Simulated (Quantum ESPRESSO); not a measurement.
# TePb (Fm-3m): from the cell to the phonon bands, part 3 of 3

How does TePb (Fm-3m) vibrate, and is this structure a minimum?

Quantum ESPRESSO 7.5; DFT LDA, scalar-relativistic, plane waves, GBRV ultrasoft pseudopotentials.

So far. Step 8 (Sums over the zone): At 300 K the heat capacity has reached 99 % of the Dulong-Petit value. Step 9 (Modes with the sum rule): The rule moves no optical mode by more than 0.3 cm⁻¹. The relaxed cell has a = 6.373 Å (conventional setting).

## (10) Sum rules set otherwise: a sum rule for molecules or wires on a crystal

This rule also removes rotations, which suits molecules and not a crystal; it is tried to see the harm.

dynmat.in reads:

```
 &input
    fildyn='x.dyn1',
    asr='zero-dim',
    fileig='dynmat.eig',
    lperm=.true.,
 /
```

Launch:

```bash
$ dynmat.x -in dynmat.in > dynmat.out
```

Output:

```text
[banner, memory and clock lines left out]
Program DYNMAT v.7.5

     Reading Dynamical Matrix from file x.dyn1
     ...Force constants read
     ...epsilon and Z* read
     Acoustic Sum Rule: || Z*(ASR) - Z*(orig)|| =    1.192876E+01
     Acoustic Sum Rule: ||dyn(ASR) - dyn(orig)||=    3.072410E-02
     A direction for q was not specified:TO-LO splitting will be absent

     Polarizability (A^3 units)
     multiply by 0.077599 for Clausius-Mossotti correction
       183.647199   -0.000000   -0.000000
        -0.000000  183.647199    0.000000
        -0.000000   -0.000000  183.647199

     IR activities are in (D/A)^2/amu units

# mode   [cm-1]    [THz]      IR
    1     -0.00   -0.0000    0.0000
    2     -0.00   -0.0000    0.0000
    3     -0.00   -0.0000    0.0000
    4      0.00    0.0000    0.0000
    5      0.00    0.0000    0.0000
    6     42.63    1.2780   10.3926

Electronic dielectric permittivity tensor (relative, adimensional)
        36.660461   -0.000000   -0.000000
        -0.000000   36.660461    0.000000
        -0.000000   -0.000000   36.660461

 ... with zone-center polar mode contributions
        99.489453  -62.828992  -62.828992
       -62.828992   99.489453   62.828992
       -62.828992   62.828992   99.489453
```

It took 0.45 s on 1 thread of Arm Neoverse V1, shared host.

The run ended normally, but on settings that are not sound.

The fault: a sum rule for molecules or wires on a crystal; 2 optical modes are projected out to zero frequency, as if they were rotations, and the static dielectric tensor is spoilt.

For a crystal the rule has to be 'simple' or 'crystal'.

Zone-centre frequencies as printed; negative means imaginary. Modes:

| mode | frequency (cm⁻¹) |
| --- | --- |
| 1 | 0 |
| 2 | 0 |
| 3 | 0 |
| 4 | 0 |
| 5 | 0 |
| 6 | 42.63 |

## (11) Modes along a direction of q (1 0 0)

A longitudinal polar mode sets up a macroscopic field that stiffens it; the term hangs on the direction from which q goes to zero.

dynmat.in reads:

```
 &input
    fildyn='x.dyn1',
    asr='simple',
    fileig='dynmat.eig',
    q(1)=1.0,
    q(2)=0.0,
    q(3)=0.0,
 /
```

Launch:

```bash
$ dynmat.x -in dynmat.in > dynmat.out
```

Output:

```text
[banner, memory and clock lines left out]
Program DYNMAT v.7.5

     Reading Dynamical Matrix from file x.dyn1
     ...Force constants read
     ...epsilon and Z* read

     Polarizability (A^3 units)
     multiply by 0.077599 for Clausius-Mossotti correction
       183.647199   -0.000000   -0.000000
        -0.000000  183.647199    0.000000
        -0.000000   -0.000000  183.647199

     IR activities are in (D/A)^2/amu units

# mode   [cm-1]    [THz]      IR
    1     -0.00   -0.0000    0.0000
    2      0.00    0.0000    0.0000
    3      0.00    0.0000    0.0000
    4     42.91    1.2863   10.3926
    5     42.91    1.2863   10.3926
    6    105.75    3.1704   10.3926
```

The job ended after 0.45 s (1 thread).

Read from the output:

| Quantity | Value |
| --- | --- |
| highest mode moved by the LO-TO term | 105.8 cm⁻¹ |

Zone-centre frequencies as printed; negative means imaginary. Modes:

| mode | frequency (cm⁻¹) |
| --- | --- |
| 1 | 0 |
| 2 | 0 |
| 3 | 0 |
| 4 | 42.91 |
| 5 | 42.91 |
| 6 | 105.8 |

The field moves one mode, from 43 to 106 cm⁻¹; the others stay.

## (12) The dispersion under another sum rule (asr no)

The sum rule corrects the force constants themselves, so it can shift branches at any wavevector, low ones most.

matdyn.in reads:

```
 &input
    asr='no',
    flfrc='x.fc',
    flfrq='x.freq',
    flvec='x.modes',
    q_in_band_form=.true.,
    q_in_cryst_coord=.true.,
 /
8
  0.0000000   0.0000000   0.0000000   8  ! GAMMA
 -0.0000000   0.5000000   0.5000000   8  ! X
 -0.0000000   0.6250000   0.3750000   1  ! U
 -0.3750000   0.3750000   0.0000000   8  ! K
  0.0000000   0.0000000   0.0000000   8  ! GAMMA
  0.0000000   0.5000000  -0.0000000   8  ! L
 -0.2500000   0.5000000   0.2500000   8  ! W
 -0.0000000   0.5000000   0.5000000   1  ! X
```

Launch:

```bash
$ matdyn.x -in matdyn.in > matdyn.out
```

Output:

```text
[banner, memory and clock lines left out]
Program MATDYN v.7.5

 mass for atomic type   1 not given; uses mass from file x.fc
 mass for atomic type   2 not given; uses mass from file x.fc
```

Elapsed: 0.46 s, on 1 thread.

Numbers from this step:

| Property | Result |
| --- | --- |
| lowest frequency on the path | -4.747 cm⁻¹ |

Matdyn.x, sum rule no. Phonon branches along the path, in cm⁻¹:

| point | branch 1 | branch 2 | branch 3 | branch 4 | branch 5 | branch 6 |
| --- | --- | --- | --- | --- | --- | --- |
| Γ | -5 | -5 | -5 | 43 | 43 | 106 |
| X | 24 | 24 | 33 | 77 | 77 | 84 |
| U | 39 | 40 | 54 | 83 | 91 | 104 |
| jump to K | 39 | 40 | 54 | 83 | 91 | 104 |
| Γ | -5 | -5 | -5 | 43 | 43 | 106 |
| L | 60 | 60 | 93 | 101 | 101 | 110 |
| W | 33 | 33 | 68 | 84 | 84 | 101 |
| X | 24 | 24 | 33 | 77 | 77 | 84 |

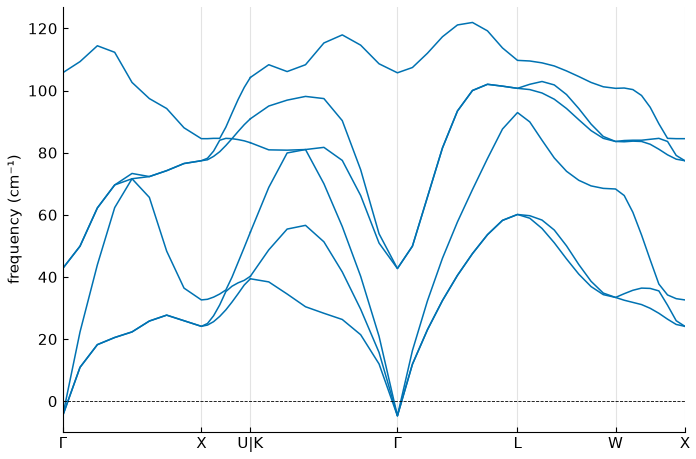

Phonon branches along the path.

At the labelled points the branches move by no more than 4.8 cm⁻¹.

## (13) What came out

* space group after relaxation: Fm-3m
* volume per atom: 32.4 Å³
* gap on the k-mesh: 0.530 eV
* highest optical zone-centre mode (no LO-TO term): 42.9 cm⁻¹
* highest mode moved by the LO-TO term (probably not converged in the k mesh): 105.8 cm⁻¹
* mean high-frequency dielectric constant (probably not converged in the k mesh): 36.7
* largest Born charge in size (third of the trace) (probably not converged in the k mesh): 6.00 e
* mean static dielectric constant (probably not converged in the k mesh): 222.7
* q mesh: 4×4×4
* lowest mode on the q mesh (acoustic ones at the zone centre apart): 22.3 cm⁻¹
* zero-point energy per atom: 13.4 meV
* heat capacity at 300 K: 24.7 J/(mol atoms K)
* vibrational entropy at 300 K: 53.7 J/(mol atoms K)
* imaginary modes on the q mesh: none

What this shows: TePb (Fm-3m) is dynamically stable on the 4×4×4 mesh; its spectrum reaches 122 cm⁻¹. At the LDA level the optical modes of TePb (Fm-3m) at the zone centre (no LO-TO term) lie at 43 cm⁻¹. Along the directions run, the highest mode that the macroscopic field moves lies at 106 cm⁻¹. Lattice motion raises the mean dielectric constant from 36.66 to 222.7. The Born charges miss their sum rule by 0.069 e, a sign that the k mesh or the cutoff is short for the field response. ε∞, the Born charges and what follows from them are probably not converged in the k mesh. The Lyddane-Sachs-Teller relation holds: (ωLO/ωTO)² is 6.07 and ε₀/ε∞ is 6.07. These are harmonic frequencies at zero temperature: anharmonic shifts and linewidths and thermal expansion are left out. Spin-orbit coupling is left out, which can matter for the heavy elements here.

Comparison with the measured values:

| quantity | measured | LDA GBRV ultrasoft, Quantum ESPRESSO |
| --- | --- | --- |
| lattice constant a (Å) | 6.4397 | 6.373 (-1.0 %) |
| infrared mode, TO at Gamma (cm⁻¹) | 32 | 43 (+34.1 %) |

Measured values from arxiv:1709.02863 (2017) and arxiv:0808.3152 (2008).

Verdict: The lattice constant a is off by -1.0 %: fair agreement. The infrared mode is off by +34.1 %: a clear miss. The grades are ours: good and fair within 0.7 and 1.5 % for the lattice constant a and 3 and 7 % for the infrared mode. Zero-point motion and thermal expansion (measured at up to 300 K) are not in the computed lattice constants and infrared mode. Limits of convergence are named above.

[Host names and launcher messages were left out of these logs when they were recorded.]

[Logs are printed without paths, hosts, clocks, repeated set-up lines and the standing remarks that a program may print on its own settings, such as how far it seeks lower states.]

[Hosts, paths, dates, database ids (printed as entryN), source tags and the programs' standing remarks are cut or masked in the printed files.]
